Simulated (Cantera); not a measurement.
Charge: 1 mol c-C₄F₈, 0.028 mol HCl, 0.46 mol H₂, equilibrated at 9.70 Pa.

Cantera equilibrium calculation (NASA polynomials, part measured and part estimated; ideal gas, pure solids and liquids). Candidate condensed phases: C, C₆H₆, C₇H₈, C₈H₁₈; 118 gas species. The feed counts by its element totals alone. Gases not in the tables: C₂F₆ and larger saturated fluorocarbons. Rates play no part.

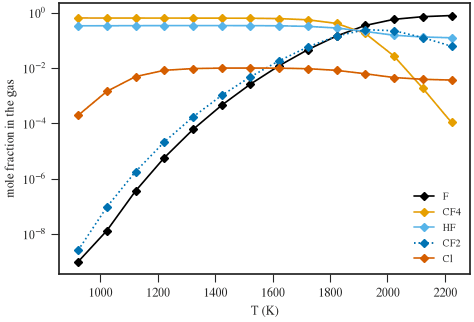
Figure: Equilibrium gas composition (values under 1e-9 drawn at 1e-9)

Task: Read off the mole fractions at 1123 K.

Result: CF₄ about 0.65, HF about 0.34, Cl about 0.0049, CF₂ about 1.8e-6, F about 3.6e-7.
